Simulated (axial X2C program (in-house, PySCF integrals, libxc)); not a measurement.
**Linear STiS⁺ at several levels**

Aim: the two bond lengths and stretching wavenumbers of linear STiS⁺, with and without spin–orbit coupling, at PBE0, r2SCAN, HF.

The runs use an in-house X2C program for linear molecules on PySCF integrals; all-electron X2C, two-component (2c) or spin-free, S dyall-av3z, Ti dyall-v3z.

All values are calculated.

2 further runs of the same task are left out: 2 set aside as unsound or not needed.

**1. Set-up**

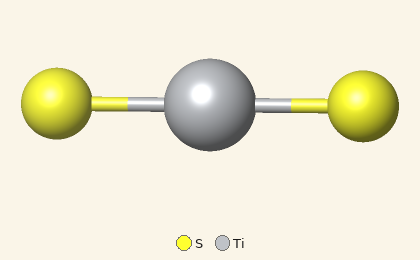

The atoms on one line, bonds 2.110 and 2.110 Å (sulfur yellow, titanium light grey).

Contents of task.json:

```json
{
 "zs": [
  16,
  22,
  16
 ],
 "q": 1,
 "bas": [
  "dyall-av3z",
  "dyall-v3z",
  "dyall-av3z"
 ],
 "r0": [
  2.11,
  2.11
 ],
 "symm": 1,
 "scan": [
  "PBE0",
  "HF",
  "r2SCAN"
 ],
 "levels": [
  "PBE0",
  "HF",
  "B3LYP"
 ],
 "nst": 2
}
```

Keys: zs atomic numbers; q charge; bas basis sets; r0 starting distance in Å; symm equal bonds; scan levels of the two-bond scan; levels methods; nst determinants followed.

Run with:

```
python solin.py task.json out
```

Masses S 31.972, Ti 47.948, S 31.972 u.

**2. Scan at PBE0, 2c**

State: Ω = 1/2 (beyond evenly filled blocks: ω = 1/2). Energies above the lowest point, from the job's result record:

| r(S–Ti) (Å) | r(Ti–S) (Å) | E (meV) |
| --- | --- | --- |
| 2.0251 | 2.0251 | 67.70 |
| 2.0251 | 2.0770 | 27.99 |
| 2.0251 | 2.1289 | 41.52 |
| 2.0770 | 2.0251 | 27.99 |
| 2.0770 | 2.0770 | 0.00 |
| 2.0770 | 2.1289 | 25.37 |
| 2.0770 | 2.1808 | 90.25 |
| 2.1289 | 2.0251 | 41.52 |
| 2.1289 | 2.0770 | 25.37 |
| 2.1289 | 2.1289 | 63.14 |
| 2.1808 | 2.0770 | 90.25 |
| 2.1808 | 2.1808 | 230.26 |

A quadratic surface with cubic terms in each bond gives the minimum at 2.076 and 2.076 Å, force constants 3.21, 3.21 and coupling 0.73 mdyn/Å.

**3. Scan at r2SCAN, 2c**

State: Ω = 1/2 (beyond evenly filled blocks: ω = 1/2). Energies above the lowest point, from the job's result record:

| r(S–Ti) (Å) | r(Ti–S) (Å) | E (meV) |
| --- | --- | --- |
| 2.0251 | 2.0251 | 106.81 |
| 2.0251 | 2.0770 | 49.26 |
| 2.0251 | 2.1289 | 48.45 |
| 2.0770 | 2.0251 | 49.26 |
| 2.0770 | 2.0770 | 0.00 |
| 2.0770 | 2.1289 | 7.60 |
| 2.0770 | 2.1808 | 58.77 |
| 2.1289 | 2.0251 | 48.45 |
| 2.1289 | 2.0770 | 7.60 |
| 2.1289 | 2.1289 | 23.77 |
| 2.1808 | 2.0770 | 58.77 |
| 2.1808 | 2.1808 | 152.27 |

A quadratic surface with cubic terms in each bond gives the minimum at 2.092 and 2.092 Å, force constants 3.16, 3.16 and coupling 0.51 mdyn/Å.

**4. Scan at PBE0, spin-free**

State: M_S = 1/2, Λ = 0 (beyond evenly filled blocks: σα). Energies above the lowest point, from the job's result record:

| r(S–Ti) (Å) | r(Ti–S) (Å) | E (meV) |
| --- | --- | --- |
| 2.0251 | 2.0251 | 67.36 |
| 2.0251 | 2.0770 | 27.77 |
| 2.0251 | 2.1289 | 41.53 |
| 2.0770 | 2.0251 | 27.77 |
| 2.0770 | 2.0770 | 0.00 |
| 2.0770 | 2.1289 | 25.72 |
| 2.0770 | 2.1808 | 91.10 |
| 2.1289 | 2.0251 | 41.53 |
| 2.1289 | 2.0770 | 25.72 |
| 2.1289 | 2.1289 | 63.95 |
| 2.1808 | 2.0770 | 91.10 |
| 2.1808 | 2.1808 | 232.56 |

A quadratic surface with cubic terms in each bond gives the minimum at 2.076 and 2.076 Å, force constants 3.22, 3.22 and coupling 0.73 mdyn/Å.

**5. Comparison**

| level | r(S–Ti) (Å) | r(Ti–S) (Å) | lower stretch (cm⁻¹) | upper stretch (cm⁻¹) |
| --- | --- | --- | --- | --- |
| PBE0, 2c | 2.076 | 2.076 | 457.0 | 554.5 |
| r2SCAN, 2c | 2.092 | 2.092 | 441.1 | 572.7 |
| PBE0, spin-free | 2.076 | 2.076 | 458.1 | 554.9 |
| HF, spin-free | 2.127 | 2.127 | 397.6 | 535.8 |
| r2SCAN, spin-free | 2.092 | 2.092 | 441.4 | 572.6 |

Scans not shown above were run alike.

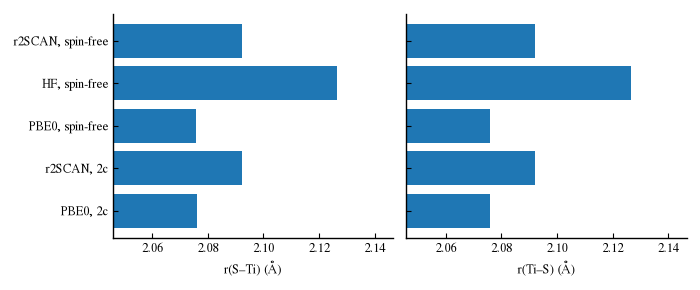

The two bond lengths by level.

In words: Over the levels the S–Ti bond spans 2.076 to 2.127 Å and the Ti–S bond 2.076 to 2.127 Å. At PBE0 spin–orbit coupling leaves both bonds unchanged to 0.001 Å. Each state is one determinant, the lowest of a limited PBE0 search; the stretches come from a fit to few points and are good to some per cent at best. The stretches are sorted by size, and where the two bonds are alike the symmetric and antisymmetric modes can swap order between levels. The molecule was held linear; bending was not examined, so a bent shape may lie lower.
